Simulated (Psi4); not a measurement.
**quartet AlF2 at 4 levels**

Aim: a comparison of 4 runs (UB3LYP/6-31G*, U-wB97X-V/def2-TZVPP, UHSE06/def2-TZVPP, UTPSSh/def2-TZVPP) of quartet AlF2. 

Program for the calculation: Psi4 1.11.

## 1. The structure to begin with

AlF2: 3 atoms, total charge 0, spin state quartet. SMILES of the parent species: `[F][Al][F]`. Geometry: relaxed at PBE0-D4/def2-TZVP. That shape belongs to the parent species and isn't relaxed for this state.

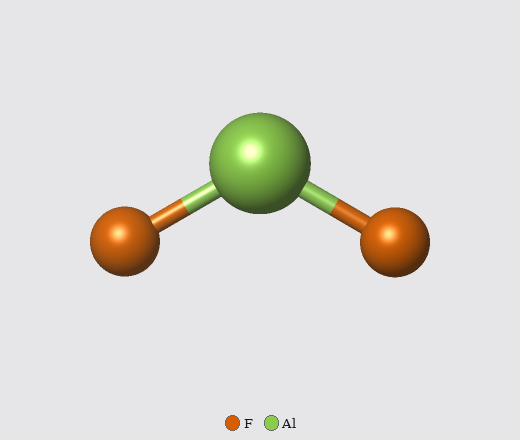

The structure, seen from a chosen angle (fluorine orange, aluminium green).

## 2. Energy and gradient at UB3LYP/6-31G(d) (Cartesian functions) (run 1)

alf2.xyz

```xyz
3
AlF2
F      0.533000    -1.361200     0.136400
Al     0.388700     0.275400     0.245200
F     -0.932500     1.021000    -0.394800
```

run.py

```python
import psi4

psi4.set_memory(1600000000)
psi4.set_num_threads(1)
psi4.core.set_output_file('psi4.out', False)

with open('alf2.xyz') as f:
    atoms = ''.join(f.readlines()[2:])
m = psi4.geometry('0 4\n' + atoms + 'symmetry c1\nno_reorient\nno_com')

psi4.set_options({
    'basis': '6-31G*',
    'reference': 'uks',
    'puream': False,
    'e_convergence': 1e-09,
    'd_convergence': 1e-08,
    'scf_type': 'pk',
    'dft_radial_points': 99,
    'dft_spherical_points': 590,
    'maxiter': 200,
})

e_tot, wfn = psi4.gradient('b3lyp', return_wfn=True)
psi4.oeprop(wfn, 'WIBERG_LOWDIN_INDICES', 'DIPOLE', 'QUADRUPOLE')
print('gradient / Eh bohr^-1')
print(e_tot.np.round(6))
print(f'energy = {wfn.energy():.10f} Eh')
```

Run with:

```sh
$ python run.py
```

psi4.out:

```text
[...]
  Running in c1 symmetry.
[...]
  Nuclear repulsion =   90.260752901983054
[...]
  Multiplicity = 4
[...]
  Nalpha       = 17
  Nbeta        = 14
[...]
    Number of basis functions: 49
[...]
   @UKS iter   1:  -441.88277168618009   -3.52471e-01   5.26034e-03 DIIS/ADIIS
[...]
   @UKS iter  12:  -441.90645355677441   -1.87583e-12   2.49964e-09 DIIS
[...]
   @S^2 Observed:                3.756532115E+00
[...]
    Orbital Energies [Eh]
    ---------------------
    Alpha Occupied:
       1A    -56.083456     2A    -24.817272     3A    -24.817266
       4A     -4.177500     5A     -2.731502     6A     -2.731096
       7A     -2.728038     8A     -1.285694     9A     -1.279230
      10A     -0.590338    11A     -0.567131    12A     -0.558418
      13A     -0.556953    14A     -0.527087    15A     -0.517295
      16A     -0.250206    17A     -0.113536
    Alpha Virtual:
      18A     -0.008302    19A      0.016035    20A      0.129169
      21A      0.160990    22A      0.217484    23A      0.257415
      24A      0.439574    25A      0.448293    26A      0.480578
[...]
  @UKS Final Energy:  -441.90645355677441
   => Energetics <=
    Nuclear Repulsion Energy =             90.2607529019830537
    One-Electron Energy =                -794.1598186588830686
    Two-Electron Energy =                 293.9168759489621152
    DFT Exchange-Correlation Energy =     -31.9242637488365588
    Empirical Dispersion Energy =           0.0000000000000000
    VV10 Nonlocal Energy =                  0.0000000000000000
    Total Energy =                       -441.9064535567744088
[...]
  -Total Gradient:
     Atom            X                  Y                   Z
    ------   -----------------  -----------------  -----------------
       1        0.005042490540     0.079059429060     0.011854121822
       2       -0.073205882030    -0.055417562221    -0.046576541002
       3        0.068205679181    -0.023609851361     0.034749324696
[...]
 Multipole Moments:
 ------------------------------------------------------------------------------------
     Multipole            Electronic (a.u.)      Nuclear  (a.u.)        Total (a.u.)
 ------------------------------------------------------------------------------------
 L = 1.  Multiply by 2.5417464519 to convert [e a0] to [Debye]
 Dipole X            :         -2.9476525            2.7544648           -0.1931877
 Dipole Y            :         -1.1259102            0.9796340           -0.1462762
 Dipole Z            :         -1.7518613            1.6289439           -0.1229174
 Magnitude           :                                                    0.2717111
 L = 2.  Multiply by 1.3450342976 to convert [e a0^2] to [Debye ang]
 Quadrupole XX       :        -61.3416707           44.0917490          -17.2499217
 Quadrupole XY       :         48.5993542          -48.9478541           -0.3485000
[...]
```

The script printed:

```text
Memory set to   1.490 GiB by Python driver.
  Threads set to 1 by Python driver.
gradient / Eh bohr^-1
[[ 0.005042  0.079059  0.011854]
 [-0.073206 -0.055418 -0.046577]
 [ 0.068206 -0.02361   0.034749]]
energy = -441.9064535568 Eh
```

It took 7.8 s on 1 thread of Intel Xeon Platinum 8488C (Sapphire Rapids), shared host; peak memory 0.42 GiB.

## 3. The energy at U-wB97X-V/def2-TZVPP (run 2)

run_ase.py

```python
import numpy as np
from ase.calculators.psi4 import Psi4
from ase import Atoms

a = Atoms(['F', 'Al', 'F'], positions=[
    [0.533000, -1.361200, 0.136400],
    [0.388700, 0.275400, 0.245200],
    [-0.932500, 1.021000, -0.394800],
])
calc = Psi4(atoms=a, method='wb97x-v', basis='def2-TZVPP', memory='1600MB', num_threads=1, charge=0, multiplicity=4, label='calc', reference='uks')
calc.psi4.set_options({'puream': True, 'e_convergence': 1e-09, 'd_convergence': 1e-08, 'scf_type': 'pk', 'dft_radial_points': 99, 'dft_spherical_points': 590, 'maxiter': 200})
a.calc = calc

print(f'energy: {a.get_potential_energy():.6f} eV')
```

Run with:

```sh
$ python run_ase.py
```

calc.dat:

```text
[...]
  Running in c1 symmetry.
[...]
  Nuclear repulsion =   90.260752901983054
[...]
  Multiplicity = 4
[...]
  Nalpha       = 17
  Nbeta        = 14
[...]
    Number of basis functions: 104
[...]
   @UKS iter   1:  -441.84669066413079   -5.68093e-01   2.94894e-03 ADIIS/DIIS
[...]
   @UKS iter  15:  -441.87458202140715   -1.08002e-12   2.80599e-09 DIIS
[...]
   @S^2 Observed:                3.761425263E+00
[...]
    Orbital Energies [Eh]
    ---------------------
    Alpha Occupied:
       1A    -56.096197     2A    -24.881473     3A    -24.881460
       4A     -4.285946     5A     -2.831711     6A     -2.831509
       7A     -2.828188     8A     -1.423780     9A     -1.417178
      10A     -0.720680    11A     -0.693601    12A     -0.686628
      13A     -0.682283    14A     -0.655750    15A     -0.646590
      16A     -0.348011    17A     -0.198497
    Alpha Virtual:
      18A      0.062811    19A      0.087312    20A      0.208619
      21A      0.226098    22A      0.228830    23A      0.262577
      24A      0.266800    25A      0.275467    26A      0.300572
[...]
  @UKS Final Energy:  -441.87458202140715
   => Energetics <=
    Nuclear Repulsion Energy =             90.2607529019830537
    One-Electron Energy =                -794.0488963740942836
    Two-Electron Energy =                 290.8083412467269113
    DFT Exchange-Correlation Energy =     -29.0261562805073865
    Empirical Dispersion Energy =           0.0000000000000000
    VV10 Nonlocal Energy =                  0.1313764844845370
    Total Energy =                       -441.8745820214071500
[...]
 Multipole Moments:
 ------------------------------------------------------------------------------------
     Multipole            Electronic (a.u.)      Nuclear  (a.u.)        Total (a.u.)
 ------------------------------------------------------------------------------------
 L = 1.  Multiply by 2.5417464519 to convert [e a0] to [Debye]
 Dipole X            :         -0.4519242            0.1418847           -0.3100394
 Dipole Y            :         -0.3421990            0.1074172           -0.2347818
 Dipole Z            :         -0.2875425            0.0902738           -0.1972686
 Magnitude           :                                                    0.4360755
[...]
```

Standard output:

```text
Memory set to   1.490 GiB by Python driver.
  Threads set to 1 by Python driver.

  Memory set to   1.490 GiB by Python driver.
  Threads set to 1 by Python driver.
energy: -12024.019826 eV
```

Run time: 34 s. Hardware: 1 thread of Intel Xeon Platinum 8488C (Sapphire Rapids), shared host; peak memory 0.77 GiB.

## 4. A single-point energy at UHSE06/def2-TZVPP (run 3)

input.in

```
memory 1.6 GB

molecule {
  0 4
  F      0.533000    -1.361200     0.136400
  Al     0.388700     0.275400     0.245200
  F     -0.932500     1.021000    -0.394800
  units angstrom
  symmetry c1
}

set reference uks
set puream true
set e_convergence 1e-09
set d_convergence 1e-08
set scf_type pk
set dft_radial_points 99
set dft_spherical_points 590
set maxiter 200

E, wfn = energy("hse06/def2-TZVPP", return_wfn=True)
oeprop(wfn, "MULLIKEN_CHARGES", "QUADRUPOLE", "WIBERG_LOWDIN_INDICES")
```

Run with:

```sh
$ psi4 -i input.in -o input.out -n 1
```

input.out, cut to the lines that bear on the results:

```text
[...]
  Running in c1 symmetry.
[...]
  Nuclear repulsion =   90.260752901983039
[...]
  Multiplicity = 4
[...]
  Nalpha       = 17
  Nbeta        = 14
[...]
    Number of basis functions: 104
[...]
   @UKS iter   1:  -441.70431691136321   -3.28615e-01   3.46743e-03 ADIIS/DIIS
[...]
   @UKS iter  14:  -441.73932736941435   -3.97904e-13   6.84711e-09 DIIS
[...]
   @S^2 Observed:                3.759413092E+00
[...]
  @UKS Final Energy:  -441.73932736941435
   => Energetics <=
    Nuclear Repulsion Energy =             90.2607529019830395
    One-Electron Energy =                -794.2101932307333527
    Two-Electron Energy =                 292.4220620208703849
    DFT Exchange-Correlation Energy =     -30.2119490615343480
    Empirical Dispersion Energy =           0.0000000000000000
    VV10 Nonlocal Energy =                  0.0000000000000000
    Total Energy =                       -441.7393273694143545
[...]
 Multipole Moments:
 ------------------------------------------------------------------------------------
     Multipole            Electronic (a.u.)      Nuclear  (a.u.)        Total (a.u.)
 ------------------------------------------------------------------------------------
 L = 1.  Multiply by 2.5417464519 to convert [e a0] to [Debye]
 Dipole X            :         -0.5132250            0.1678201           -0.3454049
 Dipole Y            :         -0.3301861            0.1079606           -0.2222255
 Dipole Z            :         -0.0000001           -0.0000000           -0.0000001
 Magnitude           :                                                    0.4107173
 L = 2.  Multiply by 1.3450342976 to convert [e a0^2] to [Debye ang]
 Quadrupole XX       :        -67.8726409           51.1816153          -16.6910256
 Quadrupole XY       :         50.4138616          -50.8592728           -0.4454112
[...]
  Mulliken Charges: (a.u.)
   Center  Symbol    Alpha    Beta     Spin     Total
       1     F     4.77578  4.24700  0.52878 -0.02278
       2    AL     7.44844  5.50599  1.94245  0.04557
       3     F     4.77578  4.24701  0.52876 -0.02279
   Total alpha = 17.00000, Total beta = 14.00000, Total charge =  0.00000
  Wiberg Bond Indices using Orthogonal Lowdin Orbitals:
  Total Bond Index:
  Irrep: 1 Size: 3 x 3
[...]
```

It took 25 s on 1 thread of Intel Xeon Platinum 8488C (Sapphire Rapids), shared host; peak memory 0.75 GiB.

## 5. Energy and forces at UTPSSh/def2-TZVPP (run 4)

run.py

```python
import psi4

psi4.set_memory('1600 MB')
psi4.set_num_threads(1)
psi4.set_output_file('output.dat', False)

molecule = psi4.geometry("""
0 4
F      0.533000    -1.361200     0.136400
Al     0.388700     0.275400     0.245200
F     -0.932500     1.021000    -0.394800
symmetry c1
no_reorient
no_com
""")

psi4.set_options({
    'basis': 'def2-TZVPP',
    'reference': 'uks',
    'puream': True,
    'e_convergence': 1e-09,
    'd_convergence': 1e-08,
    'scf_type': 'pk',
    'dft_radial_points': 99,
    'dft_spherical_points': 590,
    'maxiter': 200,
})

E, wfn = psi4.gradient('tpssh', return_wfn=True)
psi4.oeprop(wfn, 'MAYER_INDICES', 'LOWDIN_CHARGES', 'WIBERG_LOWDIN_INDICES', title='TPSSH')
print('gradient / Eh bohr^-1')
print(E.np.round(6))
print(f'energy = {wfn.energy():.10f} Eh')
```

Run with:

```sh
$ python run.py
```

output.dat:

```text
[...]
  Running in c1 symmetry.
[...]
  Nuclear repulsion =   90.260752901983054
[...]
  Multiplicity = 4
[...]
  Nalpha       = 17
  Nbeta        = 14
[...]
    Number of basis functions: 104
[...]
   @UKS iter   1:  -441.98125882422738   -3.05847e-01   3.72457e-03 DIIS/ADIIS
[...]
   @UKS iter  13:  -442.01992708284240   -1.98952e-12   9.37717e-09 DIIS
[...]
   @S^2 Observed:                3.755967925E+00
[...]
    Orbital Energies [Eh]
    ---------------------
    Alpha Occupied:
       1A    -55.939251     2A    -24.720773     3A    -24.720769
       4A     -4.116653     5A     -2.661286     6A     -2.661242
       7A     -2.657871     8A     -1.268222     9A     -1.262169
      10A     -0.573031    11A     -0.551946    12A     -0.543962
      13A     -0.539886    14A     -0.509464    15A     -0.500574
      16A     -0.240326    17A     -0.110287
    Alpha Virtual:
      18A     -0.021659    19A      0.004091    20A      0.124093
      21A      0.136468    22A      0.137436    23A      0.169153
      24A      0.174378    25A      0.178469    26A      0.201150
[...]
  @UKS Final Energy:  -442.01992708284240
   => Energetics <=
    Nuclear Repulsion Energy =             90.2607529019830537
    One-Electron Energy =                -794.2737500951311631
    Two-Electron Energy =                 297.7491548722182984
    DFT Exchange-Correlation Energy =     -35.7560847619126463
    Empirical Dispersion Energy =           0.0000000000000000
    VV10 Nonlocal Energy =                  0.0000000000000000
    Total Energy =                       -442.0199270828424005
[...]
 Multipole Moments:
 ------------------------------------------------------------------------------------
     Multipole            Electronic (a.u.)      Nuclear  (a.u.)        Total (a.u.)
 ------------------------------------------------------------------------------------
 L = 1.  Multiply by 2.5417464519 to convert [e a0] to [Debye]
 Dipole X            :         -3.0616042            2.7544648           -0.3071394
 Dipole Y            :         -1.2121707            0.9796340           -0.2325367
 Dipole Z            :         -1.8243619            1.6289439           -0.1954180
 Magnitude           :                                                    0.4319677
[...]
  -Total Gradient:
     Atom            X                  Y                   Z
    ------   -----------------  -----------------  -----------------
       1        0.005911491435     0.073466095593     0.011688709391
       2       -0.069694618538    -0.052759522909    -0.044342536167
       3        0.063827078431    -0.020673293834     0.032681791229
[...]
```

On the terminal:

```text
Memory set to   1.490 GiB by Python driver.
  Threads set to 1 by Python driver.
gradient / Eh bohr^-1
[[ 0.005911  0.073466  0.011689]
 [-0.069695 -0.05276  -0.044343]
 [ 0.063827 -0.020673  0.032682]]
energy = -442.0199270828 Eh
```

Run time: 35 s. Hardware: 1 thread of Intel Xeon Platinum 8488C (Sapphire Rapids), shared host; peak memory 0.71 GiB.

## 6. Overview of the runs

| run | level | task | Cartesian functions | energy (Eh) | dipole moment (D) | HOMO energy (eV) | ⟨S²⟩ | wall time |
| --- | --- | --- | --- | --- | --- | --- | --- | --- |
| 1 | UB3LYP/6-31G* (Cartesian functions) | gradient | yes | -441.906454 | 0.69 | -3.09 | 3.757 | 7.8 s |
| 2 | U-wB97X-V/def2-TZVPP | energy | no | -441.874582 | 1.11 | -5.40 | 3.761 | 34 s |
| 3 | UHSE06/def2-TZVPP | energy | no | -441.739327 | 1.04 | -3.13 | 3.759 | 25 s |
| 4 | UTPSSh/def2-TZVPP | gradient | no | -442.019927 | 1.10 | -3.00 | 3.756 | 35 s |

## 7. Summary of results

```
                                 quantity          value
                      run 4: total energy  -442.01993 Eh
                     run 4: dipole moment         1.10 D
run 4: HOMO energy (highest over α and β)       -3.00 eV
                              run 4: ⟨S²⟩          3.756
          run 4: largest force on an atom     5.040 eV/Å
```

What this shows: The dipole moment (its size) runs from 0.69 D (UB3LYP/6-31G*) to 1.11 D (U-wB97X-V/def2-TZVPP). The two ends differ in method and basis. Totals of different functionals can't be ranked against each other. All runs together took 1.7 min, the longest 35 s.
